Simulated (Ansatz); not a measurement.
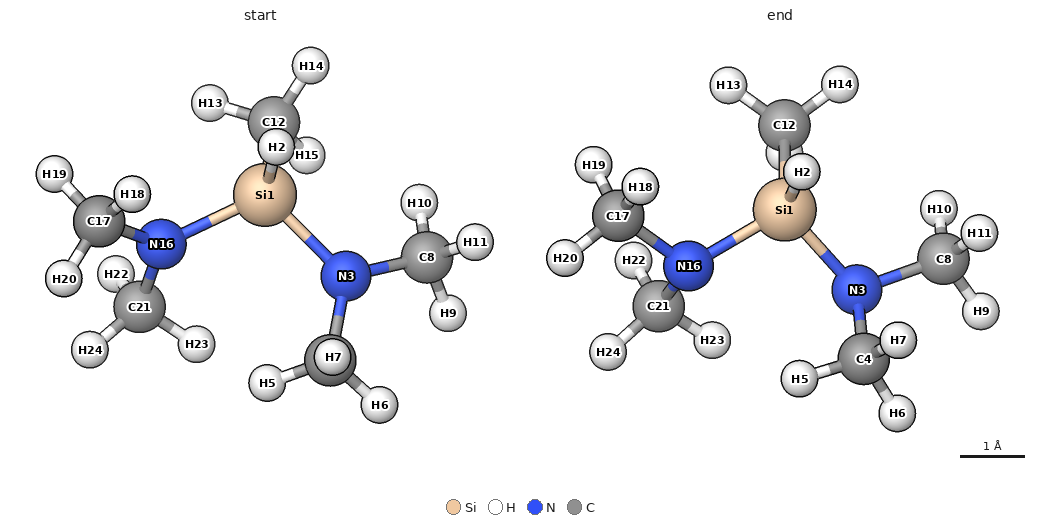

The structure of C5H16N2Si before (left) and after (right) a relaxation, at one scale.

A ball-and-stick model, seen at a tilt.

The run prepares the start of a later molecular dynamics calculation, from a guessed geometry.

The calculation used RKS r2SCAN-D4/STO-3G (Ansatz 0.2.0). (no spin polarisation; force threshold 0.02 eV/Å; at most 40 steps)

Q: What changed between the two?

A: The atom that moves furthest after the best rigid fit is H7 (0.78 Å). By element the largest moves are H 0.78 Å, N 0.45 Å, Si 0.23 Å, C 0.23 Å. Near-neighbour distances that change, for instance: Si1–N16 1.819 → 1.777 Å, N16–C17 1.470 → 1.496 Å, C12–H15 1.110 → 1.095 Å, C12–H13 1.110 → 1.096 Å. Among the angles between lasting bonds that change: C4–N3–C8 120.0° → 109.3°, C17–N16–C21 120.0° → 109.6°, Si1–N3–C4 120.0° → 112.1°. Groups turn about Si1–C12 by about 25°. The energy falls by 20.2 kcal/mol in 10 geometry steps. Largest force component: 2.9 eV/Å at the start, 0.017 eV/Å at the end. The run took 4.5 min on 1 thread of Intel(R) Xeon(R) Processor @ 2.50GHz (Skylake/Cascade Lake), on a shared host, peak memory 0.2 GiB.

Limits of the set-up: STO-3G is a minimal basis, so the numbers are rough.
